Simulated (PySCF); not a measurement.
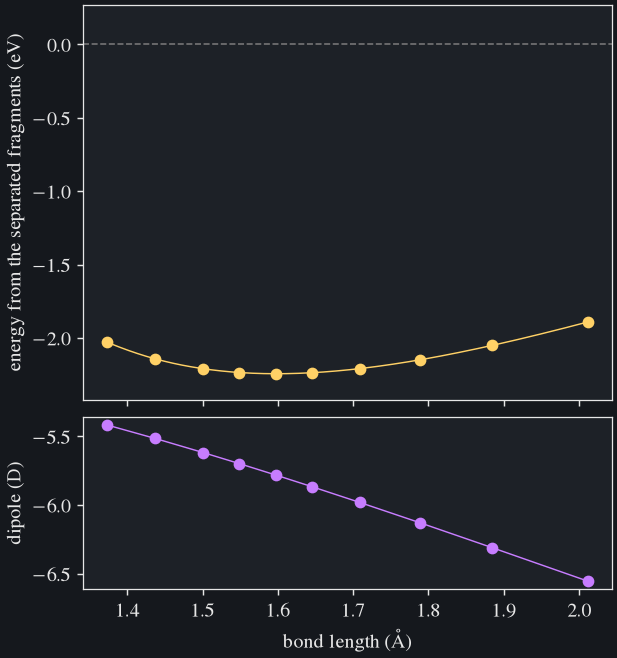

Bond curve of a diatomic species. PBE0, Gaussian basis in PySCF, UKS. One reference determinant with the occupation held, the lowest that a PBE0 search over spins and occupations found; no spin-orbit coupling. Zero is the separated fragments in their ground configurations, without counterpoise. With PBE0 the solution stays closed-shell at all points drawn; such a solution can't reach the open-shell fragments at long range. 2 further points of the run are not drawn. The dipole is positive if the first atom is negative.

Which species is it?
A. ZnCl, doublet
B. NaLi, singlet
C. LiH, singlet
D. AlN, triplet

Answer. Option C, LiH, singlet. A fit to the curve gives re = 1.598 Å, ωe = 1412 cm⁻¹, ωexe = 23.2 cm⁻¹, De = 2.24 eV (PBE0/def2-TZVP).
